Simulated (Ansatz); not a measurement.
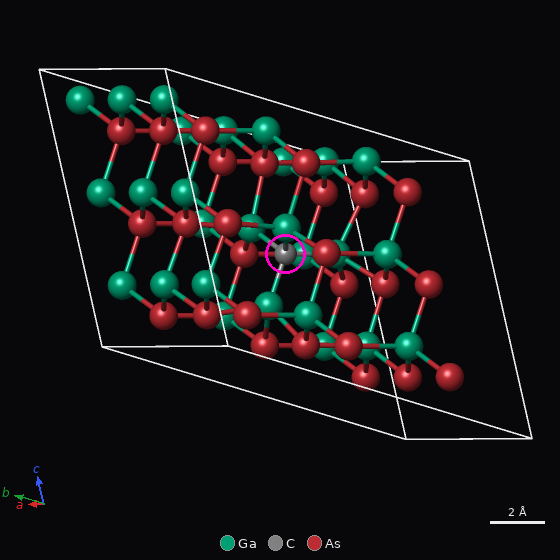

View from a general direction, drawn as a ball-and-stick model. The lines enclose the supercell; boundary atoms appear with their images. The host is GaAs, in a cell of 54 sites, and the cell is neutral. A ring marks the defect's site.

Question: Name the defect and give its surroundings.

Answer: Carbon on an arsenic site (a substitutional impurity). It is bonded to four Ga in a tetrahedral arrangement at about 2.0 Å.

Method used: Ansatz 0.2.0, DFT LDA, scalar-relativistic, plane waves, PAW. It ran with 420 eV cutoff, a 2×2×2 k-point grid, Gaussian smearing of 0.02 eV, collinear spins.

Question: Does the defective cell carry a moment?

Answer: No net moment.

The atoms were relaxed in the host's cell with Ansatz, DFT LDA, scalar-relativistic, plane waves, PAW.
